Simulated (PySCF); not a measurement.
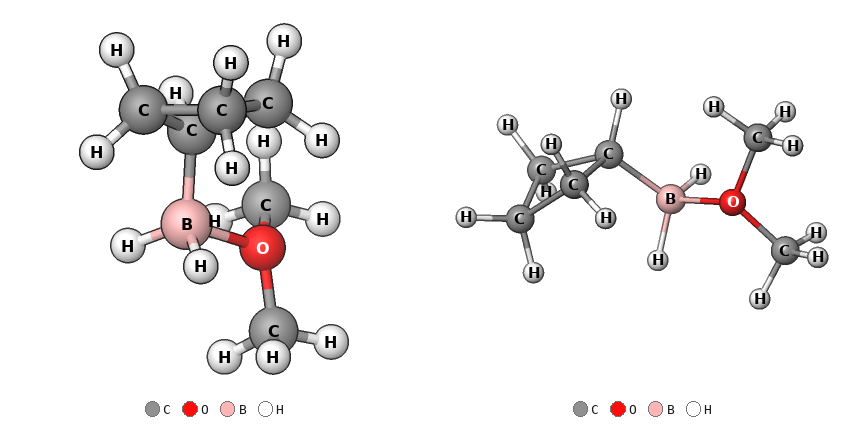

Two views of one molecule.

Computed geometry: PBE0-D3(BJ)/def2-SVP optimisation. No frequency run is at hand to confirm it as a minimum.

**What is the molecular formula?**

C₆H₁₅BO, 23 atoms: 6 carbon, 15 hydrogen, 1 boron and 1 oxygen.

**Name some functional groups or characteristic bonds that it holds.**

Among them: B–H bond.

**Describe its rings.**

Independent rings (smallest set): 1 of 4 members.

**How many bonds of each kind are drawn?**

13 C–H, 4 C–C, 2 C–O, 2 B–H, 1 B–O, 1 C–B.

**What is the point group of this geometry?**

C1.

The parts below concern this one geometry. Atoms keep their numbers from picture to picture.

## Shape

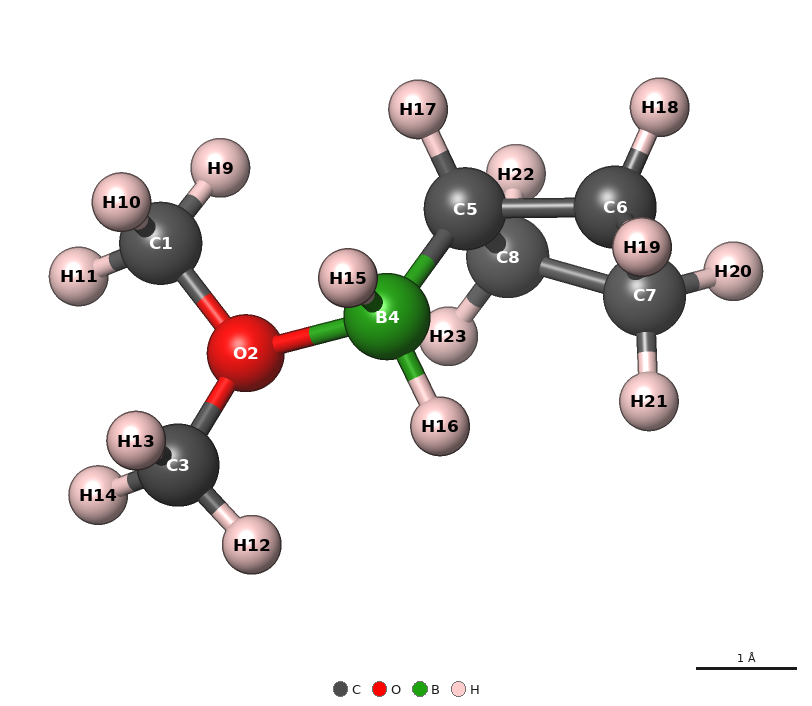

No frequency run is at hand to confirm it as a minimum.

Estimate the angles O2–C1–H11, O2–C3–H12, O2–B4–H15, B4–C5–C6, B4–C5–C8, B4–C5–H17, C5–B4–H15, C5–C6–H18, C5–C8–C7, C7–C6–H18, C7–C6–H19, C8–C7–H20.

| angle | degrees |
| --- | --- |
| O2–C1–H11 | 109.0 |
| O2–C3–H12 | 106.8 |
| O2–B4–H15 | 103.1 |
| B4–C5–C6 | 110.3 |
| B4–C5–C8 | 115.1 |
| B4–C5–H17 | 112.8 |
| C5–B4–H15 | 115.6 |
| C5–C6–H18 | 112.4 |
| C5–C8–C7 | 88.9 |
| C7–C6–H18 | 112.0 |
| C7–C6–H19 | 117.3 |
| C8–C7–H20 | 117.6 |

## NMR shielding

The questions are on isotropic NMR shieldings of the H atoms. No frequency run is at hand to confirm it as a minimum. Level of theory: GIAO PBE0/pcSseg-1 NMR shielding, non-relativistic, IEF-PCM methanol (PySCF 2.14.0).

**Which H atom is the most shielded (lowest chemical shift)?**

H19 (30.14 ppm).

**Which H atom is the least shielded (highest chemical shift)?**

H12 (27.29 ppm).

**How wide is the range of H shifts?**

2.85 ppm.

List the isotropic NMR shieldings of the H atoms.

```
atom  σ (ppm)
  H9    27.53
 H10    28.21
 H11    27.89
 H12    27.29
 H13    27.77
 H14    27.66
 H15    28.64
 H16    28.38
 H17    29.71
 H18    29.18
 H19    30.14
 H20    29.57
 H21    29.14
 H22    29.19
 H23    29.76
```

## Electronic properties

No frequency run is at hand to confirm it as a minimum. Level of theory: B3LYP/def2-SVPD, gas phase (PySCF 2.14.0). Excitations: vertical, linear response.

**What is the mean static polarisability?**

94.4 bohr³.

**Give the brightest of the 10 lowest singlets at this level.**

7.53 eV.

**Estimate the lowest vertical singlet excitation.**

6.34 eV.

**What is the dipole moment?**

4.59 D.

## Quadrupole coupling

No frequency run is at hand to confirm it as a minimum. Electric field gradients from the ground-state density, PBE0/pcSseg-1 (PySCF 2.14.0), non-relativistic apart from any core potentials.

Give the largest field-gradient component, the quadrupole coupling constant and the asymmetry for 17O at O2 (Q = −25.6 mb), 11B at B4 (Q = 40.59 mb), 2H at H9 (Q = 2.86 mb), 2H at H10 (Q = 2.86 mb), 2H at H11 (Q = 2.86 mb), 2H at H12 (Q = 2.86 mb).

```tsv
atom	V_zz (a.u.)	e²qQ/h (MHz)	η
O2	−2.008	12.08	0.62
B4	0.387	3.69	0.09
H9	0.288	0.193	0.09
H10	0.276	0.186	0.10
H11	0.283	0.190	0.10
H12	0.287	0.193	0.09
```

## Ring current

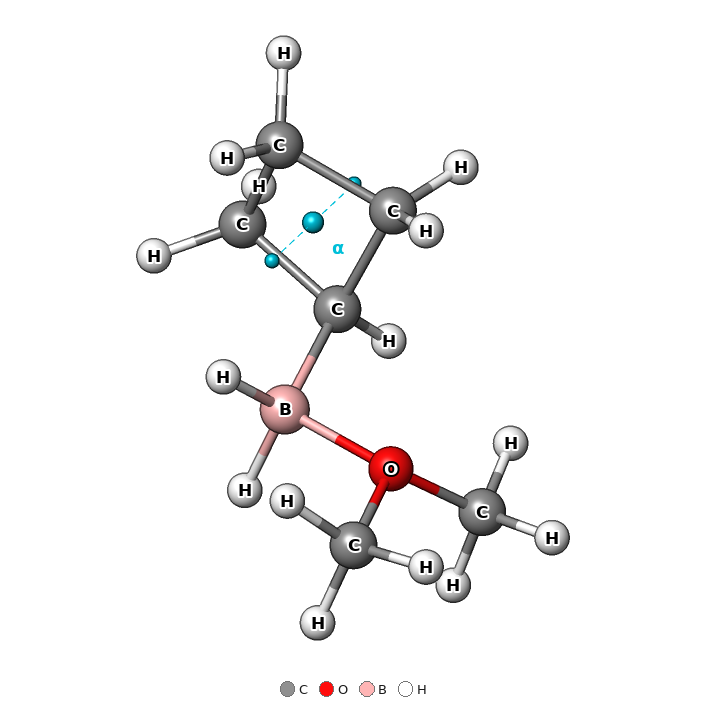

The small points mark where nucleus-independent chemical shifts (NICS) were computed: at the centre of each lettered ring and 1 Å above and below it. No frequency run is at hand to confirm it as a minimum. Properties computed with GIAO PBE0/pcSseg-1 NMR shielding, non-relativistic, IEF-PCM methanol (PySCF 2.14.0).

Give NICS(0), NICS(1) and the out-of-plane component NICS(1)zz for each ring (means of the two sides).

```tsv
ring	members	NICS(0)	NICS(1)	NICS(1)zz
α	C4	−0.4	−0.3	3.5
```

Values in ppm.
